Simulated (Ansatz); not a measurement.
Fields on a plane of VN (rock salt)

```
VN
1.0
    0.00000     2.03657     2.03657
    2.03657     0.00000     2.03657
    2.03657     2.03657     0.00000
N V
1 1
Direct
  0.00000   0.00000   0.00000
  0.50000   0.50000   0.50000
```

The slice is a {110} plane (indices of the conventional cell) through the point (0.500, 0.500, 0.500) (fractional), spanned by u = [100] and v = [1 -1 -1] in vectors of this cell: u (2.88 Å) and v (4.07 Å, at 90° to u). It covers one period; positions are fractions (u, v).

Atoms on it: N at (0.00, 0.50); V at (0.00, 0.00).

Level of theory: PBEsol (plane waves to 420 eV, PAW, scalar-relativistic; Ansatz, a program for electronic structure). k mesh 20×20×20. Near the nuclei the fields are pseudised (PAW); where an atom keeps semicore shells as valence, they peak there. VN is run without spin polarisation. VN was relaxed with its symmetry unable to fall.

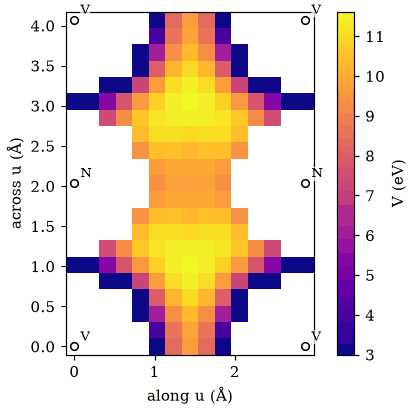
Figure: Electrostatic potential energy of an electron, from the cell's mean, in eV, one period of the plane, atoms marked. Points within 0.9 Å of a nucleus are left white, as the pseudised field means little there. Values under 3 eV are set to 3. The zero, the cell's mean, hangs on the PAW cores.

```
|@@%*-.. ..-*%@|
|%%#+:.   .:+#%|
|**+-.     .-+*|
|=-:..     ..:-|
|:::..     ..::|
|--::.     .::-|
|+==-:.   .:-==|
|**+=:.   .:=+*|
|***=-:. .:-=**|
|***=-:...:-=**|
|***=-:. .:-=**|
|**+=:.   .:=+*|
|+==-:.   .:-==|
|--::.     .::-|
|:::..     ..::|
|=-:..     ..:-|
|**+-.     .-+*|
|%%#+:.   .:+#%|
|@@%*-.. ..-*%@|
|@@%*-.....-*%@|
```
Scale: ten equal steps from -0.83 (start of ' ') to 1.22 (end of '@'), in the order ' .:-=+*#%@'. Values: log₁₀ of the valence density in e/Å³. The map has 14 points along u (one character each, u = 0 at the left) and 20 along v (v = 0 in the bottom row). The scale is logarithmic, as a density can span decades between atoms and voids.

The density on the N–V line (2.04 Å) at its midpoint is 0.60 e/Å³. The ELF at that point is 0.20.
